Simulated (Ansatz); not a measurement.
```xyz
15

C    -2.8256   -0.4550    1.6445
C    -2.3026    0.5670    0.6421
C    -3.1985    0.7219   -0.5830
Br    0.1533    2.7549   -1.3621
O    -0.9933    0.1329    0.2139
Si    0.3441    1.1222    0.1800
H    -2.8932   -1.4540    1.1679
H    -2.1472   -0.5330    2.5167
H    -3.8333   -0.1700    2.0077
H    -2.2140    1.5580    1.1509
H    -3.2804   -0.2459   -1.1180
H    -2.7791    1.4716   -1.2819
H    -4.2159    1.0477   -0.2868
H     0.5364    1.8244    1.4943
H     1.4979    0.2537   -0.1976
```

Geometry: PBE-D3(BJ)/def2-SVP.

The calculation used isolated molecule in a Gaussian basis; Kohn-Sham density functional theory, functional PBE0 in Ansatz 0.2.0.

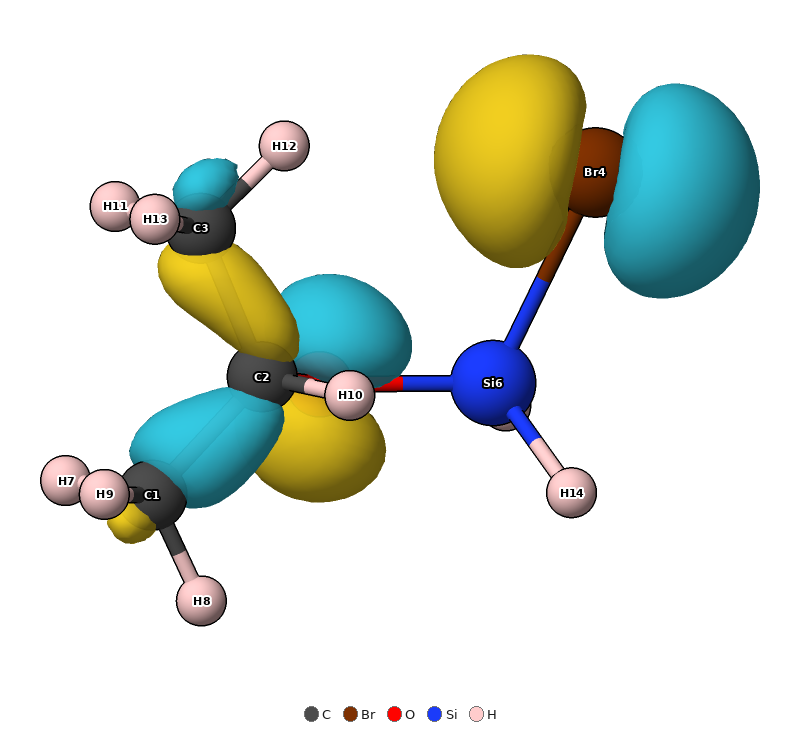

C3H9BrOSi (SMILES CC(C)O[SiH2]Br). The HOMO−1 at ±0.15 Å⁻³ᐟ² (yellow and cyan are the two phases), seen at a tilt.

> Where does this orbital lie, and at what energy?

Its weight (Hirshfeld) is mainly on Br4 (about 55 %) and O5 (about 25 %); largely a combination of lone pairs on Br4 and O5. Its energy is −8.37 eV.
